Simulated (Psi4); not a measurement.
**wB97M-V/6-311+G(d,p) run of AlF3 (SMILES F[Al](F)F)**

Aim: the energy change on altering one bond length of AlF3 at wB97M-V/6-311+G**, from 2 runs. 

The results are computed with Psi4 1.11.

**1. Starting point**

AlF3 has 4 atoms, charge 0, and is taken as a singlet. SMILES: `F[Al](F)F`. The coordinates come from a PBE0-D4/def2-TZVP relaxation.

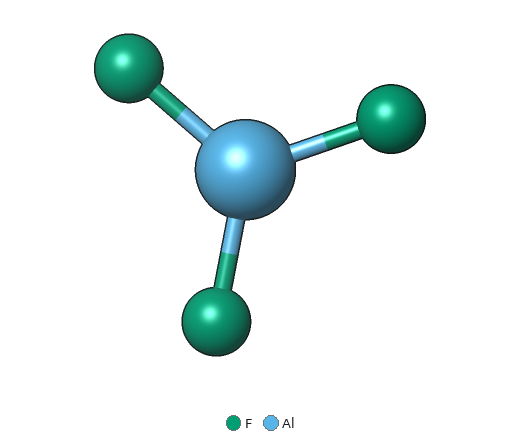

The structure, seen from a chosen angle (fluorine teal, aluminium blue).

**2. A single-point energy at wB97M-V/6-311+G(d,p)**

alf3.xyz

```xyz
4
AlF3
F      0.859410    -0.722590     1.180170
Al     0.000000    -0.000010     0.000000
F     -1.440740    -0.612530    -0.450110
F      0.581330     1.335130    -0.730040
```

run.py

```python
import numpy as np
from ase.calculators.psi4 import Psi4
from ase.io import read

mol = read('alf3.xyz')
calc = Psi4(atoms=mol, method='wb97m-v', basis='6-311+G**', memory='2200MB', num_threads=1, charge=0, multiplicity=1, label='calc')
calc.psi4.set_options({'puream': True, 'e_convergence': 1e-09, 'd_convergence': 1e-08, 'scf_type': 'pk', 'dft_radial_points': 99, 'dft_spherical_points': 590})
mol.calc = calc

print(f'energy: {mol.get_potential_energy():.6f} eV')
```

On the command line:

```sh
$ python run.py
```

calc.dat:

```text
[...]
  Running in c1 symmetry.
[...]
  Nuclear repulsion =  159.600526153884999
[...]
  Multiplicity = 1
[...]
  Nalpha       = 20
  Nbeta        = 20
[...]
    Number of basis functions: 96
[...]
   @RKS iter   1:  -542.01025721127246   -9.54876e-01   8.14531e-03 DIIS/ADIIS
[...]
   @RKS iter  10:  -542.19808721750746   -7.38964e-12   3.12599e-09 DIIS
[...]
    Orbital Energies [Eh]
    ---------------------
    Doubly Occupied:
       1A    -56.382144     2A    -24.903821     3A    -24.903815
       4A    -24.903807     5A     -4.369618     6A     -2.886930
       7A     -2.882222     8A     -2.882221     9A     -1.328092
      10A     -1.315606    11A     -1.315602    12A     -0.636684
      13A     -0.592448    14A     -0.592444    15A     -0.572335
      16A     -0.558750    17A     -0.558749    18A     -0.550304
      19A     -0.550300    20A     -0.530259
[...]
  @RKS Final Energy:  -542.19808721750746
   => Energetics <=
    Nuclear Repulsion Energy =            159.6005261538849993
    One-Electron Energy =               -1073.6307570708252115
    Two-Electron Energy =                 409.2189440757782108
    DFT Exchange-Correlation Energy =     -37.5562662034764614
    Empirical Dispersion Energy =           0.0000000000000000
    VV10 Nonlocal Energy =                  0.1694658271309950
    Total Energy =                       -542.1980872175074637
[...]
 Multipole Moments:
 ------------------------------------------------------------------------------------
     Multipole            Electronic (a.u.)      Nuclear  (a.u.)        Total (a.u.)
 ------------------------------------------------------------------------------------
 L = 1.  Multiply by 2.5417464519 to convert [e a0] to [Debye]
 Dipole X            :         -0.0000261           -0.0000000           -0.0000261
 Dipole Y            :         -0.0000623           -0.0000037           -0.0000660
 Dipole Z            :         -0.0000179           -0.0000019           -0.0000198
 Magnitude           :                                                    0.0000737
[...]
```

The script printed:

```text
energy: -14753.961453 eV
```

Wall time 1.7 min (1 thread of Intel Xeon at 2.50GHz (Skylake/Cascade Lake), shared host); peak memory 1 GiB.

**3. The distorted shape**

alf3.xyz

```xyz
4
AlF3
F      1.579744    -0.416345     1.405214
Al     0.720334     0.306235     0.225044
F     -1.440740    -0.612530    -0.450110
F      1.301664     1.641375    -0.504996
```

run.py

```python
import numpy as np
from ase.calculators.psi4 import Psi4
from ase.io import read

atoms = read('alf3.xyz')
calc = Psi4(atoms=atoms, method='wb97m-v', basis='6-311+G**', memory='2200MB', num_threads=1, charge=0, multiplicity=1, label='alf3', reference='rks')
calc.psi4.set_options({'puream': True, 'e_convergence': 1e-09, 'd_convergence': 1e-08, 'scf_type': 'pk', 'dft_radial_points': 99, 'dft_spherical_points': 590})
atoms.calc = calc

print(f'energy: {atoms.get_potential_energy():.6f} eV')
```

On the command line:

```sh
$ python run.py
```

alf3.dat:

```text
[...]
  Running in c1 symmetry.
[...]
  Nuclear repulsion =  140.694585766858779
[...]
  Multiplicity = 1
[...]
  Nalpha       = 20
  Nbeta        = 20
[...]
    Number of basis functions: 96
[...]
   @RKS iter   1:  -541.83360288895233   -1.04273e+00   8.71860e-03 ADIIS/DIIS
[...]
   @RKS iter  13:  -542.08498724348067   -6.82121e-13   9.53119e-10 DIIS
[...]
    Orbital Energies [Eh]
    ---------------------
    Doubly Occupied:
       1A    -56.467653     2A    -24.943752     3A    -24.943746
       4A    -24.830895     5A     -4.445824     6A     -2.963260
       7A     -2.958292     8A     -2.958162     9A     -1.361988
      10A     -1.353505    11A     -1.192163    12A     -0.662634
      13A     -0.623798    14A     -0.603566    15A     -0.601381
      16A     -0.586029    17A     -0.577047    18A     -0.467303
      19A     -0.446431    20A     -0.445626
[...]
  @RKS Final Energy:  -542.08498724348067
   => Energetics <=
    Nuclear Repulsion Energy =            140.6945857668587792
    One-Electron Energy =               -1035.2330973301354788
    Two-Electron Energy =                 389.7122583500745918
    DFT Exchange-Correlation Energy =     -37.4293947654606356
    Empirical Dispersion Energy =           0.0000000000000000
    VV10 Nonlocal Energy =                  0.1706607351820055
    Total Energy =                       -542.0849872434806684
[...]
 Multipole Moments:
 ------------------------------------------------------------------------------------
     Multipole            Electronic (a.u.)      Nuclear  (a.u.)        Total (a.u.)
 ------------------------------------------------------------------------------------
 L = 1.  Multiply by 2.5417464519 to convert [e a0] to [Debye]
 Dipole X            :          1.0702457            0.0671954            1.1374412
 Dipole Y            :          0.4549721            0.0285639            0.4835361
 Dipole Z            :          0.3343434            0.0209911            0.3553345
 Magnitude           :                                                    1.2860179
[...]
```

The script printed:

```text
energy: -14750.883846 eV
```

It took 2.1 min on 1 thread of Intel Xeon at 2.50GHz (Skylake/Cascade Lake), shared host; peak memory 1 GiB.

**4. Results**

At wB97M-V/6-311+G**:

```
                                                          quantity          value
                                         first shape: total energy  -542.19809 Eh
                                        first shape: dipole moment         0.00 D
                                          first shape: HOMO energy      -14.43 eV
                                          first shape: LUMO energy       -0.44 eV
                                        first shape: HOMO–LUMO gap       13.99 eV
                                     distorted shape: total energy  -542.08499 Eh
                                    distorted shape: dipole moment         3.27 D
                                      distorted shape: HOMO energy      -12.13 eV
                                      distorted shape: LUMO energy       -2.18 eV
                                    distorted shape: HOMO–LUMO gap        9.94 eV
energy change with the Al2–F3 bond stretched from 1.629 to 2.443 Å       3.078 eV
```

In words: With the Al2–F3 bond stretched from 1.629 to 2.443 Å the energy rises by 3.08 eV (297 kJ/mol). The first shape isn't relaxed at this level, so the change isn't measured from a minimum.
